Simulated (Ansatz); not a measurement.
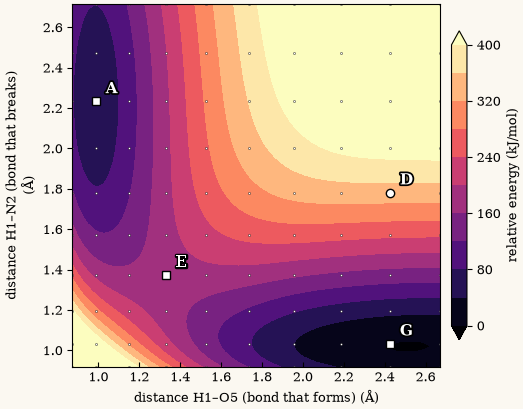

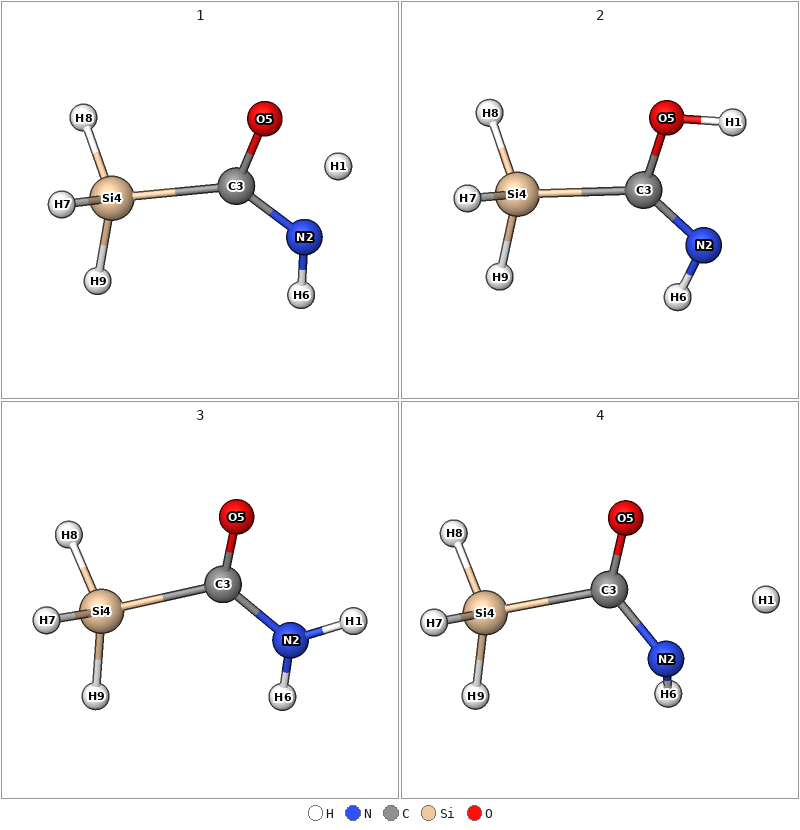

The reacting system CH₅NOSi (one molecule; an intramolecular 1,3-shift). 
- The first coordinate is: distance H1–O5 (bond that forms); the second: distance H1–N2 (bond that breaks).
- Relaxed at each point: all other coordinates.
- The grid has 10 × 10 points.
- Points are written as (first, second).
- All energies are given in kJ/mol relative to the lowest grid point.
- The reference is spin-restricted, so regions where a bond is pulled apart into radicals lie too high.
- The calculation used RKS PBE0-D4/def2-SVP (Ansatz).

In the figure: filled contours, dots at the grid points, one colour for all values above the top of the scale, lettered points. Between grid points the surface is interpolated. The numbered pictures are the structures at these points, in random order.

### Which structure belongs to which point?

A is structure 2: (0.988 Å, 2.233 Å), 53 kJ/mol; D is structure 4: (2.427 Å, 1.781 Å), 341 kJ/mol; E is structure 1: (1.329 Å, 1.374 Å), 178 kJ/mol; G is structure 3: (2.427 Å, 1.033 Å), 0 kJ/mol.
